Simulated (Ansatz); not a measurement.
# CH7GeOSi (charge +1): what the fields show

Input file:

```
crystal:
  periodic: [false, false, false]
  atoms:
    - {symbol: C, position_ang: [0.652514, 1.353710, -0.556570]}
    - {symbol: Ge, position_ang: [-0.749671, 0.486217, -1.622299]}
    - {symbol: O, position_ang: [-1.717848, 0.619443, 0.110302]}
    - {symbol: Si, position_ang: [-0.382079, 1.420025, 1.024834]}
    - {symbol: H, position_ang: [-2.616238, 0.352443, 0.396299]}
    - {symbol: H, position_ang: [-0.661492, -1.026068, -1.892870]}
    - {symbol: H, position_ang: [-1.589561, 1.335358, -2.592679]}
    - {symbol: H, position_ang: [1.562842, 0.727335, -0.474371]}
    - {symbol: H, position_ang: [0.927857, 2.349000, -0.958256]}
    - {symbol: H, position_ang: [-0.874221, 2.758618, 1.459301]}
    - {symbol: H, position_ang: [0.013054, 0.506937, 2.135155]}
basis:
  gaussian: {orbitals: def2-TZVPD}
output: {forces: true, orbitals: {seedname: orbitals}}
total_charge: 1
hamiltonian: {xc: pbe0}
```

Command:

```sh
ansatz run input.yaml --threads 2 --pin off --max-ram 4350MiB --events-out events.jsonl --progress --plain --runs-dir runs
```

Geometry: PBE-D3(BJ)/def2-SVP.

Theory: isolated molecule in a Gaussian basis; Kohn-Sham density functional theory, functional PBE0 (Ansatz).

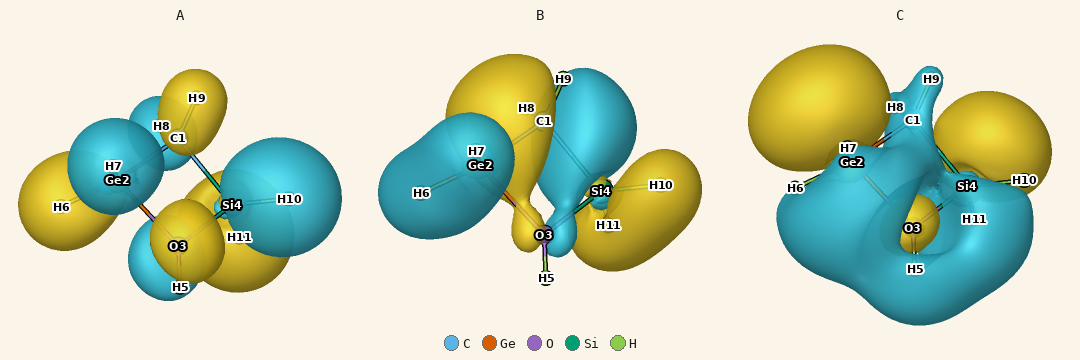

Figure 1. Three frontier orbitals at ±0.06 Å⁻³ᐟ² (yellow and cyan are the two phases), in no order.

Question: Which picture is the HOMO−1, the HOMO and the LUMO?

Answer: A is the HOMO−1 (−14.12 eV). By Hirshfeld shares it lies mainly on Si4 (about 25 %), H10 (about 15 %), H11 (about 15 %), O3 (about 15 %) and Ge2 (about 10 %). B is the HOMO (−13.76 eV). It lies mainly on C1 (about 40 %), Ge2 (about 20 %) and Si4 (about 20 %). C is the LUMO (−6.31 eV). By Hirshfeld shares it lies mainly on Ge2 (about 45 %), Si4 (about 20 %), O3 (about 10 %) and H5 (about 5 %).

Question: What is the HOMO–LUMO gap?

Answer: 7.45 eV between the orbital energies.

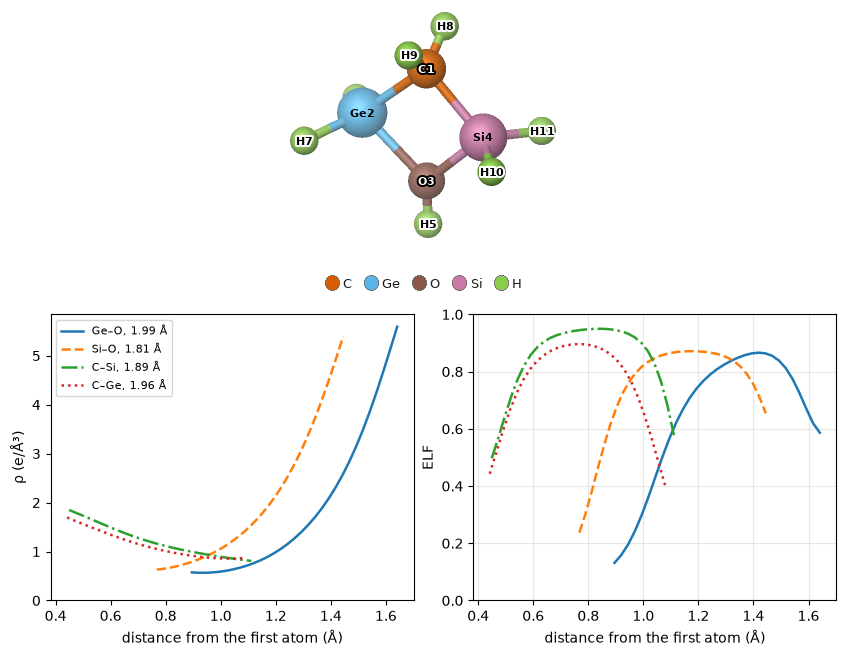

Figure 2. Electron density and ELF along straight lines between neighbouring atoms. The curves leave out the atomic cores. The structure is drawn too.

Question: Compare the contacts.

Answer: Ge–O (1.99 Å): ρ is about 0.59 e/Å³ halfway; the ELF peaks at about 0.85 in the valence shell of O, 0.6 Å from its nucleus, and is about 0.30 at the midpoint.
Si–O (1.81 Å): the density is about 0.8 e/Å³ at the midpoint; the ELF peaks at about 0.85 between the atoms (a shared but strongly polarised pair).
C–Si (1.89 Å): the density is about 0.94 e/Å³ at the midpoint; the ELF peaks at about 0.95 between the atoms (a shared electron pair).
C–Ge (1.96 Å): ρ is about 0.86 e/Å³ halfway; the ELF peaks at about 0.90 between the atoms: a covalent bond.

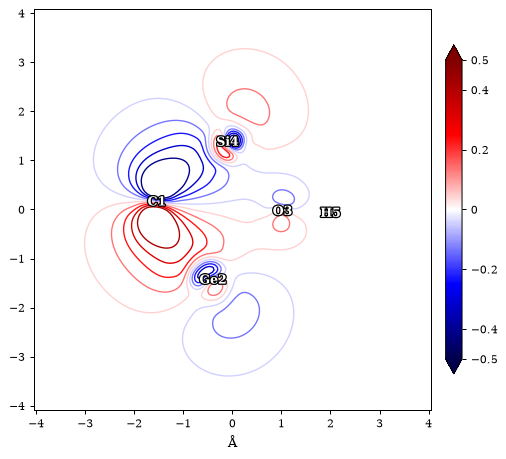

Figure 3. The HOMO on the plane of atoms C1, Si4 and O3 (values in Å⁻³ᐟ²; the overall sign is arbitrary).

Question: Describe this orbital and give its energy.

Answer: It lies mainly on C1 (about 40 %), Ge2 (about 20 %) and Si4 (about 20 %). Its energy is −13.76 eV.
